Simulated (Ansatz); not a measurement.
Start from HfO$_{2}$ (space group P2_1/c, No. 14).

```
CELL_PARAMETERS angstrom
      5.11406     0.00000     0.00000
      0.00000     5.18158     0.00000
     -0.87114     0.00000     5.22313
ATOMIC_POSITIONS crystal
  Hf 0.27621 0.04185 0.20822
  Hf 0.72379 0.54185 0.29178
  Hf 0.72379 0.95815 0.79178
  Hf 0.27621 0.45815 0.70822
  O  0.07006 0.33377 0.34402
  O  0.92994 0.83377 0.15598
  O  0.92994 0.66623 0.65598
  O  0.07006 0.16623 0.84402
  O  0.44796 0.75767 0.47851
  O  0.55204 0.25767 0.02149
  O  0.55204 0.24233 0.52149
  O  0.44796 0.74233 0.97851
```

Cartesian axes are those of the cell as printed.

Perturbation: biaxial strain −0.62 %, plane normal [001], relaxed out of plane (Cartesian); in-plane vectors clamped, the third vector and the atoms free.

Computed with Kohn–Sham DFT with the r2SCAN functional, run in Ansatz (a program for electronic structure) with PAW and 500 eV plane waves, without spin-orbit coupling.

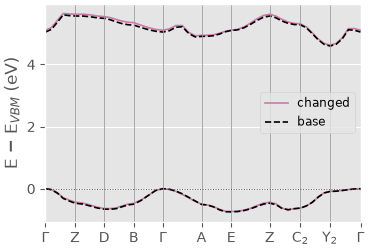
Highest valence and lowest conduction band along the path, each from its own valence-band maximum

Problem. Read the changed gap and its character from the plot.

Solution. About 4.6 eV, indirect, Γ → Y₂.

With Hf present, leaving out spin-orbit coupling can change the band edges. Whether these cells are dynamically stable was not tested.
